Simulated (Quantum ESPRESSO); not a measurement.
# HfPbO3 (Pm-3m): modes at Γ and the response to a field, part 2 of 3

Which modes does HfPbO3 (Pm-3m) have at the zone centre?

Quantum ESPRESSO 7.5; DFT LDA, scalar-relativistic, plane waves, JTH PAW pseudopotentials.

So far. Step 4 (Relaxation): Little changed from the start: no atom moved by 0.005 Å and no cell edge by 0.1 %. Step 5 (Ground state): The cell stands at -0.11 GPa, close enough for phonons. The relaxed cell has a = 4.071 Å (conventional setting).

### 6. Zone-centre response

At q = 0 one unit cell holds all displacements; symmetry groups them into irreducible representations that are solved one by one. The response to a field gives ε∞ and the Born charges, which polar modes need.

ph.in reads:

```
phonons
&inputph
   prefix = 'x'
   outdir = './tmp'
   fildyn = 'g.dyn'
   tr2_ph = 1.0d-18
   epsil = .true.
/
0.000000000000 0.000000000000 0.000000000000
```

Command:

```console
> OMP_NUM_THREADS=1 mpirun -n 4 ph.x -nk 4 -in ph.in > ph.out
```

Log:

```text
[banners, grids, parts of the stress and lines that vanish by symmetry left out]
[banner, memory and clock lines left out]
Program PHONON v.7.5

     ./tmp/x.save/

     file Hf.upf: wavefunction(s)  5S 5P 6P 5D 0D renormalized
     file Pb.upf: wavefunction(s)  0S 6P 0P 5D 0D renormalized
     file O.upf: wavefunction(s)  0S 2P 0P renormalized

     IMPORTANT: XC functional enforced from input :
     Exchange-correlation= PW
                           (   1   4   0   0   0   0   0)
     Any further DFT definition will be discarded
     Please, verify this is what you really want

     G-vector sticks info

     Reading collected, re-writing distributed wavefunctions in ./tmp/

     Number and degeneracy of irreps per q-point
       N         xq(1)         xq(2)         xq(3)   N irreps
       1   0.000000000   0.000000000   0.000000000       5
        3   3   3   3   3

     Calculation of q =    0.0000000   0.0000000   0.0000000

     phonons

     bravais-lattice index     =            0
     lattice parameter (alat)  =       7.6939  a.u.
     unit-cell volume          =     455.4496 (a.u.)^3
     number of atoms/cell      =            5
     number of atomic types    =            3
     kinetic-energy cut-off    =      50.0000  Ry
     charge density cut-off    =     250.0000  Ry
     convergence threshold     =      1.0E-18
     beta                      =       0.7000
     number of iterations used =            4
     Exchange-correlation= PW
                           (   1   4   0   0   0   0   0)

     celldm(1)=    7.69390  celldm(2)=    0.00000  celldm(3)=    0.00000
     celldm(4)=    0.00000  celldm(5)=    0.00000  celldm(6)=    0.00000

     crystal axes: (cart. coord. in units of alat)
               a(1) = (  1.0000  0.0000  0.0000 )
               a(2) = (  0.0000  1.0000  0.0000 )
               a(3) = (  0.0000  0.0000  1.0000 )

     reciprocal axes: (cart. coord. in units 2 pi/alat)
               b(1) = (  1.0000  0.0000  0.0000 )
               b(2) = (  0.0000  1.0000  0.0000 )
               b(3) = (  0.0000  0.0000  1.0000 )

     Atoms inside the unit cell:

     Cartesian axes

     site n.  atom      mass           positions (alat units)
        1  Hf    178.4900   tau(    1) = (    0.50000    0.50000    0.50000  )
        2  Pb    207.2000   tau(    2) = (    0.00000    0.00000    0.00000  )
        3  O      15.9990   tau(    3) = (    0.00000    0.50000    0.50000  )
        4  O      15.9990   tau(    4) = (    0.50000    0.00000    0.50000  )
        5  O      15.9990   tau(    5) = (    0.50000    0.50000    0.00000  )

     Computing dynamical matrix for
                    q = (   0.0000000   0.0000000   0.0000000 )

     49 Sym.Ops. (with q -> -q+G )

     G cutoff =  374.8640  (  30551 G-vectors)     FFT grid: ( 40, 40, 40)
     G cutoff =  299.8912  (  21823 G-vectors)  smooth grid: ( 36, 36, 36)
     number of k points=    20
                       cart. coord. in units 2pi/alat
        k(    1) = (   0.0000000   0.0000000   0.0000000), wk =   0.0092593
        k(    2) = (   0.0000000   0.0000000   0.1666667), wk =   0.0555556
        k(    3) = (   0.0000000   0.0000000   0.3333333), wk =   0.0555556
        [... further k-points left out ...]

     PseudoPot. # 1 for Hf read from file:
     ./pseudo/Hf.upf
     Pseudo is Projector augmented-wave + core cor, Zval = 12.0
     Shape of augmentation charge: SINC**2

     PseudoPot. # 2 for Pb read from file:
     ./pseudo/Pb.upf
     Pseudo is Projector augmented-wave + core cor, Zval = 14.0
     Shape of augmentation charge: BESSEL

     PseudoPot. # 3 for O  read from file:
     ./pseudo/O.upf
     Pseudo is Projector augmented-wave + core cor, Zval =  6.0
     Shape of augmentation charge: SINC**2

     Mode symmetry, O_h (m-3m)  point group:

     Electric field:
     Dielectric constant
     Born effective charges as d Force / d E

     Atomic displacements:
     There are    5 irreducible representations

     Representation     1      3 modes -  To be done

     Representation     2      3 modes -  To be done

     Representation     3      3 modes -  To be done

     Representation     4      3 modes -  To be done

     Representation     5      3 modes -  To be done

     Alpha used in Ewald sum =   2.3000

     Electric Fields Calculation

      iter #   1   av.it.:  12.7
      thresh= 1.000E-02 alpha_mix =  0.700 |ddv_scf|^2 =  7.335E-08

      [... iterations left out ...]
      iter #   9   av.it.:  22.9
      thresh= 1.020E-10 alpha_mix =  0.700 |ddv_scf|^2 =  1.974E-20

     End of electric fields calculation

          Dielectric constant in cartesian axis

          (       6.758611965       0.000000000       0.000000000 )
          (       0.000000000       6.758611965       0.000000000 )
          (       0.000000000       0.000000000       6.758611965 )

          Effective charges (d Force / dE) in cartesian axis without acoustic sum rule applied (asr)

           atom    1  Hf    Mean Z*:        5.66549
      Ex  (        5.66549        0.00000        0.00000 )
      Ey  (        0.00000        5.66549        0.00000 )
      Ez  (        0.00000        0.00000        5.66549 )
           atom    2  Pb    Mean Z*:        3.90152
      Ex  (        3.90152        0.00000        0.00000 )
      Ey  (        0.00000        3.90152        0.00000 )
      Ez  (        0.00000        0.00000        3.90152 )
           atom    3  O     Mean Z*:       -3.20684
      Ex  (       -4.58350        0.00000        0.00000 )
      Ey  (        0.00000       -2.51851        0.00000 )
      Ez  (        0.00000        0.00000       -2.51851 )
           atom    4  O     Mean Z*:       -3.20684
      Ex  (       -2.51851        0.00000        0.00000 )
      Ey  (        0.00000       -4.58350        0.00000 )
      Ez  (        0.00000        0.00000       -2.51851 )
           atom    5  O     Mean Z*:       -3.20684
      Ex  (       -2.51851        0.00000        0.00000 )
      Ey  (        0.00000       -2.51851        0.00000 )
      Ez  (        0.00000        0.00000       -4.58350 )

          Effective charges Sum: Mean:       -0.05351
             -0.05351        0.00000        0.00000
              0.00000       -0.05351        0.00000
              0.00000        0.00000       -0.05351

          Effective charges (d Force / dE) in cartesian axis with asr applied:
           atom    1  Hf    Mean Z*:        5.67620
      E*x (        5.67620        0.00000        0.00000 )
      E*y (        0.00000        5.67620        0.00000 )
      E*z (        0.00000        0.00000        5.67620 )
           atom    2  Pb    Mean Z*:        3.91222
      E*x (        3.91222        0.00000        0.00000 )
      E*y (        0.00000        3.91222        0.00000 )
      E*z (        0.00000        0.00000        3.91222 )
           atom    3  O     Mean Z*:       -3.19614
      E*x (       -4.57280        0.00000        0.00000 )
      E*y (        0.00000       -2.50781        0.00000 )
      E*z (        0.00000        0.00000       -2.50781 )
           atom    4  O     Mean Z*:       -3.19614
      E*x (       -2.50781        0.00000        0.00000 )
      E*y (        0.00000       -4.57280        0.00000 )
      E*z (        0.00000        0.00000       -2.50781 )
           atom    5  O     Mean Z*:       -3.19614
      E*x (       -2.50781        0.00000        0.00000 )
      E*y (        0.00000       -2.50781        0.00000 )
      E*z (        0.00000        0.00000       -4.57280 )

     Representation #   1 modes #   1   2   3

     Self-consistent Calculation

      iter #   1   av.it.:  12.3
      thresh= 1.000E-02 alpha_mix =  0.700 |ddv_scf|^2 =  8.151E-07

      [... iterations left out ...]
      iter #   8   av.it.:  23.6
      thresh= 6.770E-10 alpha_mix =  0.700 |ddv_scf|^2 =  1.630E-19

     End of self-consistent calculation

     Convergence has been achieved

     Representation #   2 modes #   4   5   6

     Self-consistent Calculation

      iter #   1   av.it.:  12.4
      thresh= 1.000E-02 alpha_mix =  0.700 |ddv_scf|^2 =  2.391E-06

      [... iterations left out ...]
      iter #   9   av.it.:  22.9
      thresh= 3.006E-10 alpha_mix =  0.700 |ddv_scf|^2 =  9.180E-19

     End of self-consistent calculation

     Convergence has been achieved

     Representation #   3 modes #   7   8   9

     Self-consistent Calculation

      iter #   1   av.it.:  11.7
      thresh= 1.000E-02 alpha_mix =  0.700 |ddv_scf|^2 =  1.238E-06

      [... iterations left out ...]
      iter #   9   av.it.:  22.3
      thresh= 1.667E-10 alpha_mix =  0.700 |ddv_scf|^2 =  2.172E-20

     End of self-consistent calculation

     Convergence has been achieved

     Representation #   4 modes #  10  11  12

     Self-consistent Calculation

      iter #   1   av.it.:  11.7
      thresh= 1.000E-02 alpha_mix =  0.700 |ddv_scf|^2 =  8.764E-07

      [... iterations left out ...]
      iter #   8   av.it.:  23.0
      thresh= 2.384E-10 alpha_mix =  0.700 |ddv_scf|^2 =  1.581E-19

     End of self-consistent calculation

     Convergence has been achieved

     Representation #   5 modes #  13  14  15

     Self-consistent Calculation

      iter #   1   av.it.:  11.7
      thresh= 1.000E-02 alpha_mix =  0.700 |ddv_scf|^2 =  3.226E-07

      [... iterations left out ...]
      iter #   7   av.it.:  24.9
      thresh= 1.220E-10 alpha_mix =  0.700 |ddv_scf|^2 =  4.205E-21

     End of self-consistent calculation

     Convergence has been achieved

     Number of q in the star =    1
     List of q in the star:
          1   0.000000000   0.000000000   0.000000000

          Dielectric constant in cartesian axis

          (       6.758611965       0.000000000       0.000000000 )
          (       0.000000000       6.758611965       0.000000000 )
          (       0.000000000       0.000000000       6.758611965 )

          Effective charges (d Force / dE) in cartesian axis without acoustic sum rule applied (asr)

           atom    1  Hf    Mean Z*:        5.66549
      Ex  (        5.66549        0.00000        0.00000 )
      Ey  (        0.00000        5.66549        0.00000 )
      Ez  (        0.00000        0.00000        5.66549 )
           atom    2  Pb    Mean Z*:        3.90152
      Ex  (        3.90152        0.00000        0.00000 )
      Ey  (        0.00000        3.90152        0.00000 )
      Ez  (        0.00000        0.00000        3.90152 )
           atom    3  O     Mean Z*:       -3.20684
      Ex  (       -4.58350        0.00000        0.00000 )
      Ey  (        0.00000       -2.51851        0.00000 )
      Ez  (        0.00000        0.00000       -2.51851 )
           atom    4  O     Mean Z*:       -3.20684
      Ex  (       -2.51851        0.00000        0.00000 )
      Ey  (        0.00000       -4.58350        0.00000 )
      Ez  (        0.00000        0.00000       -2.51851 )
           atom    5  O     Mean Z*:       -3.20684
      Ex  (       -2.51851        0.00000        0.00000 )
      Ey  (        0.00000       -2.51851        0.00000 )
      Ez  (        0.00000        0.00000       -4.58350 )

          Effective charges Sum: Mean:       -0.05351
             -0.05351        0.00000        0.00000
              0.00000       -0.05351        0.00000
              0.00000        0.00000       -0.05351

          Effective charges (d Force / dE) in cartesian axis with asr applied:
           atom    1  Hf    Mean Z*:        5.67620
      E*x (        5.67620        0.00000        0.00000 )
      E*y (        0.00000        5.67620        0.00000 )
      E*z (        0.00000        0.00000        5.67620 )
           atom    2  Pb    Mean Z*:        3.91222
      E*x (        3.91222        0.00000        0.00000 )
      E*y (        0.00000        3.91222        0.00000 )
      E*z (        0.00000        0.00000        3.91222 )
           atom    3  O     Mean Z*:       -3.19614
      E*x (       -4.57280        0.00000        0.00000 )
      E*y (        0.00000       -2.50781        0.00000 )
      E*z (        0.00000        0.00000       -2.50781 )
           atom    4  O     Mean Z*:       -3.19614
      E*x (       -2.50781        0.00000        0.00000 )
      E*y (        0.00000       -4.57280        0.00000 )
      E*z (        0.00000        0.00000       -2.50781 )
           atom    5  O     Mean Z*:       -3.19614
      E*x (       -2.50781        0.00000        0.00000 )
      E*y (        0.00000       -2.50781        0.00000 )
      E*z (        0.00000        0.00000       -4.57280 )

     Diagonalizing the dynamical matrix

     q = (    0.000000000   0.000000000   0.000000000 )

 **************************************************************************
     freq (    1) =      -3.644558 [THz] =    -121.569361 [cm-1]
     freq (    2) =      -3.644558 [THz] =    -121.569361 [cm-1]
     freq (    3) =      -3.644558 [THz] =    -121.569361 [cm-1]
     freq (    4) =       0.020369 [THz] =       0.679423 [cm-1]
     freq (    5) =       0.020369 [THz] =       0.679423 [cm-1]
     freq (    6) =       0.020369 [THz] =       0.679423 [cm-1]
     freq (    7) =       3.084951 [THz] =     102.902883 [cm-1]
     freq (    8) =       3.084951 [THz] =     102.902883 [cm-1]
     freq (    9) =       3.084951 [THz] =     102.902883 [cm-1]
     freq (   10) =       4.385887 [THz] =     146.297442 [cm-1]
     freq (   11) =       4.385887 [THz] =     146.297442 [cm-1]
     freq (   12) =       4.385887 [THz] =     146.297442 [cm-1]
     freq (   13) =      18.279697 [THz] =     609.745059 [cm-1]
     freq (   14) =      18.279697 [THz] =     609.745059 [cm-1]
     freq (   15) =      18.279697 [THz] =     609.745059 [cm-1]
 **************************************************************************

     Mode symmetry, O_h (m-3m)  point group:

     freq (   1-   3) =       -121.6  [cm-1]   --> T_1u G_15  G_4- I
     freq (   4-   6) =          0.7  [cm-1]   --> T_1u G_15  G_4- I
     freq (   7-   9) =        102.9  [cm-1]   --> T_2u G_25  G_5-
     freq (  10-  12) =        146.3  [cm-1]   --> T_1u G_15  G_4- I
     freq (  13-  15) =        609.7  [cm-1]   --> T_1u G_15  G_4- I
```

It took 11 min on 4 MPI ranks of Arm Neoverse V1, shared host; 43 min of CPU time.

Numbers from this step:

```yaml
miss_of_the_charge_sum_rule: 0.05351 e
largest_acoustic_frequency_at_the_zone_centre_before_the_sum_rule: 0.68 cm⁻¹
highest_optical_zone_centre_mode_no_lo_to_term: 609.8 cm⁻¹
lowest_optical_zone_centre_mode: -121.6 cm⁻¹
mean_high_frequency_dielectric_constant: 6.759
largest_born_charge_in_size_third_of_the_trace: 5.665 e
```

Born charge (rows field, columns displacement), before the sum rule (e), principal values of the symmetric part by kind of site:

```
atom  atoms with these values    low  middle   high   mean
 Hf1                        1   5.67    5.67   5.67   5.67
 Pb2                        1   3.90    3.90   3.90   3.90
  O3                        3  -4.58   -2.52  -2.52  -3.21
```

In full for Pb2:

```
3.90 0.00 0.00
0.00 3.90 0.00
0.00 0.00 3.90
```

High-frequency dielectric tensor:

```
6.76 0.00 0.00
0.00 6.76 0.00
0.00 0.00 6.76
```

The acoustic modes at Γ come out as far as 0.7 cm⁻¹ from zero, where they should vanish, a small numerical error; the Born charges miss their sum rule by 0.054 e, too much: mesh or cutoff is short for the field response. The lowest optical mode is imaginary, 122i cm⁻¹, an instability at this level and on this k mesh.

### 7. Zone-centre analysis

A rigid shift of the crystal must cost nothing, but grids and finite bases break this; the acoustic sum rule is imposed before the matrix is diagonalised again. With Born charges the intensities follow; a static dielectric tensor has no meaning with imaginary modes.

dynmat.in reads:

```
&input
   fildyn = 'g.dyn'
   asr = 'simple'
   fileig = 'dynmat.eig'
   lperm = .true.
/
```

Command:

```console
> dynmat.x -in dynmat.in > dynmat.out
```

Log:

```text
[banner, memory and clock lines left out]
Program DYNMAT v.7.5

     Reading Dynamical Matrix from file g.dyn
     ...Force constants read
     ...epsilon and Z* read
     A direction for q was not specified:TO-LO splitting will be absent

     Polarizability (A^3 units)
     multiply by 0.342520 for Clausius-Mossotti correction
        30.927985    0.000000    0.000000
         0.000000   30.927985    0.000000
         0.000000    0.000000   30.927985

     IR activities are in (D/A)^2/amu units

# mode   [cm-1]    [THz]      IR
    1   -121.56   -3.6442   22.1293
    2   -121.56   -3.6442   22.1293
    3   -121.56   -3.6442   22.1293
    4     -0.00   -0.0000    0.0000
    5      0.00    0.0000    0.0000
    6      0.00    0.0000    0.0000
    7    102.93    3.0858    0.0000
    8    102.93    3.0858    0.0000
    9    102.93    3.0858    0.0000
   10    146.30    4.3860   11.0123
   11    146.30    4.3860   11.0123
   12    146.30    4.3860   11.0123
   13    609.75   18.2798   21.0191
   14    609.75   18.2798   21.0191
   15    609.75   18.2798   21.0191

Electronic dielectric permittivity tensor (relative, adimensional)
         6.758612    0.000000    0.000000
         0.000000    6.758612    0.000000
         0.000000    0.000000    6.758612

 ... with zone-center polar mode contributions
        24.804064   -0.000000    0.000000
        -0.000000   24.804064   -0.000000
         0.000000   -0.000000   24.804064

[end of the log left out, with the tail of the file of modes that dynmat.x writes under the same name]
```

The job ended after 0.45 s (1 thread).

Unit eigenvectors of the mass-weighted matrix after the sum rule; no LO-TO term. Modes at Γ, with each element's share of the kinetic energy (negative means imaginary):

```
mode  frequency (cm⁻¹)  Hf %  Pb %  O %
   1            -121.6     5    33   62
   2            -121.6     5    33   62
   3            -121.6     5    33   62
   4               0.0    41    48   11
   5               0.0    41    48   11
   6               0.0    41    48   11
   7             102.9     0     0  100
   8             102.9     0     0  100
   9             102.9     0     0  100
  10             146.3    51    19   30
  11             146.3    51    19   30
  12             146.3    51    19   30
  13             609.8     3     0   97
  14             609.8     3     0   97
  15             609.8     3     0   97
```

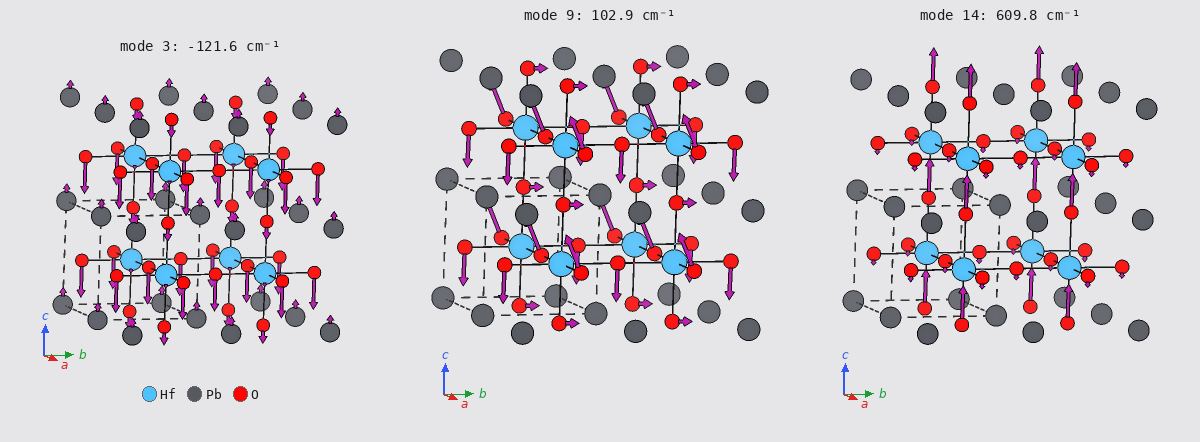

Displacement patterns of modes 3, 9 and 14 at Γ; arrows are exaggerated. 2×2×2 cells are drawn. Some periodic images of atoms are drawn too.

Degenerate modes summed, no LO-TO term; imaginary modes left out. Infrared lines, with heights relative to the strongest:

```
position (cm⁻¹)  lines merged  IR intensity, relative
            103             3                     0.0
            146             3                      52
            610             3                     100
```

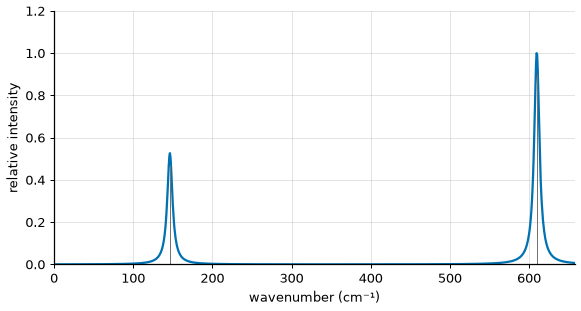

The infrared spectrum, broadened with Lorentzians of width 8 cm⁻¹; bars mark the lines.

The rule moves no optical mode by more than 0.1 cm⁻¹.

### 8. Sum rules set otherwise (asr crystal)

The rule can be imposed in more than one way; the choices should agree where the raw error is small.

dynmat.in reads:

```
&input
   fildyn = 'g.dyn'
   asr = 'crystal'
   fileig = 'dynmat.eig'
   lperm = .true.
/
```

Command:

```console
> dynmat.x -in dynmat.in > dynmat.out
```

Log:

```text
[banner, memory and clock lines left out]
Program DYNMAT v.7.5

     Reading Dynamical Matrix from file g.dyn
     ...Force constants read
     ...epsilon and Z* read
     Acoustic Sum Rule: || Z*(ASR) - Z*(orig)|| =    4.144575E-02
     Acoustic Sum Rule: ||dyn(ASR) - dyn(orig)||=    3.181257E-05
     A direction for q was not specified:TO-LO splitting will be absent

     Polarizability (A^3 units)
     multiply by 0.342520 for Clausius-Mossotti correction
        30.927985    0.000000    0.000000
         0.000000   30.927985    0.000000
         0.000000    0.000000   30.927985

     IR activities are in (D/A)^2/amu units

# mode   [cm-1]    [THz]      IR
    1   -121.55   -3.6439   22.1292
    2   -121.55   -3.6439   22.1292
    3   -121.55   -3.6439   22.1292
    4     -0.00   -0.0000    0.0000
    5     -0.00   -0.0000    0.0000
    6      0.00    0.0000    0.0000
    7    102.90    3.0850    0.0000
    8    102.90    3.0850    0.0000
    9    102.90    3.0850    0.0000
   10    146.30    4.3860   11.0119
   11    146.30    4.3860   11.0119
   12    146.30    4.3860   11.0119
   13    609.75   18.2797   21.0195
   14    609.75   18.2797   21.0195
   15    609.75   18.2797   21.0195

Electronic dielectric permittivity tensor (relative, adimensional)
         6.758612    0.000000    0.000000
         0.000000    6.758612    0.000000
         0.000000    0.000000    6.758612

 ... with zone-center polar mode contributions
        24.803376    0.000000    0.000000
         0.000000   24.803376    0.000000
         0.000000    0.000000   24.803376

[end of the log left out, with the tail of the file of modes that dynmat.x writes under the same name]
```

Run time: 0.45 s. Hardware: 1 thread.

This step gave:

```
lowest optical zone-centre mode : -121.5 cm⁻¹
```

(Continued in part 3 of 3.)

[Host names and launcher messages were left out of these logs when they were recorded.]

[Logs are printed without paths, hosts, clocks, repeated set-up lines and the standing remarks that a program may print on its own settings, such as how far it seeks lower states.]

[Hosts, paths, dates, database ids (printed as entryN), source tags and the programs' standing remarks are cut or masked in the printed files.]
